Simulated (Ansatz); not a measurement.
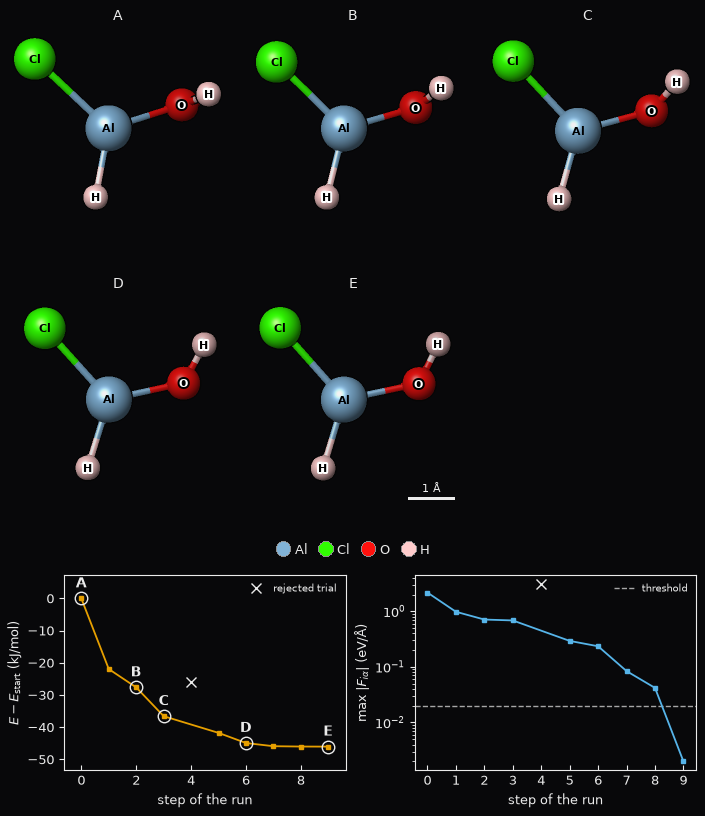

Frames of a relaxation of AlH$_{2}$OCl, marked on the history of the run. The picture is a ball-and-stick view, seen face on.

The run prepares the start of a later molecular dynamics calculation, from a guessed geometry.

Method: RKS PBE0-D4/def2-SVP (Ansatz). Set-up: no spin polarisation; force threshold 0.02 eV/Å; at most 40 steps.

### Describe the path.

An H atom moves most after the best rigid fit: 0.55 Å. Largest moves by element: H 0.55 Å, O 0.52 Å, Cl 0.23 Å, Al 0.12 Å. Some distances before and after: Al–Cl 2.230 → 2.104 Å, Al–O 1.780 → 1.691 Å, H–O 1.010 → 0.958 Å, Al–H 1.560 → 1.566 Å. Among the angles between lasting bonds that change: Al–O–H 109.5° → 127.9°. Groups turn about Al–O by about 90°. The energy falls by 46.0 kJ/mol in 8 accepted moves (9 points after the start). Largest force component: 2.2 eV/Å at the start, 0.002 eV/Å at the end. The line search rejected the trial step at point 4 of the run. The run took 14 s on 1 thread of Arm Neoverse V2, on a shared host, peak memory 0.12 GiB. From step 0 to 2: the Cl atom moves most (0.16 Å), energy −27.6 kJ/mol. From step 2 to 3: an H atom moves most (0.17 Å), energy −8.94 kJ/mol. From step 3 to 6: O and H atoms move most (0.19 Å), energy −8.34 kJ/mol. From step 6 to 9: the O atom moves most (0.09 Å), energy −1.11 kJ/mol.
